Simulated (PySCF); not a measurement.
C3H5N, SMILES `C=C.C#N`.

Computed with PySCF, PBE0/6-311+G**, geometry: an unrelaxed start of a pair search.

Coordinates in Å:

```
C1       1.3256   -0.3612    0.3029
C2       2.4282    0.1511   -0.2027
H3       0.9359   -0.0497    1.2587
H4       0.7524   -1.1117   -0.2156
H5       2.8164   -0.1563   -1.1621
H6       2.9966    0.9087    0.3128
C7      -1.9077    0.5515   -0.0320
N8      -2.4542   -0.4454   -0.0887
H9      -1.3982    1.4783    0.0180
```

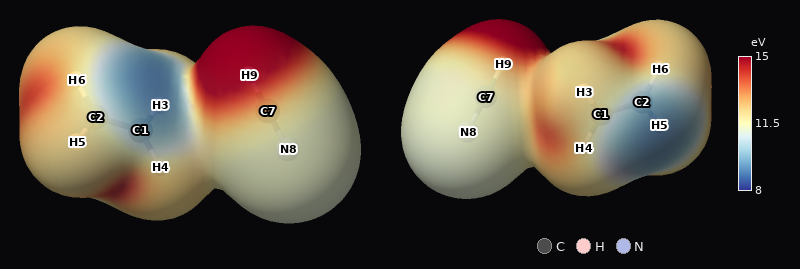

Average local ionisation energy on the surface of electron density 0.001 a.u. (back view left, front view right).

Q: Locate the minima of the map.

A: The lowest value is 8.8 eV, off the C1–C2 bond (2.2 to 2.3 Å from its atoms). Further minima include 11.1 eV, 1.9 Å from N8. For comparison, the highest occupied orbital lies at −8.1 eV.
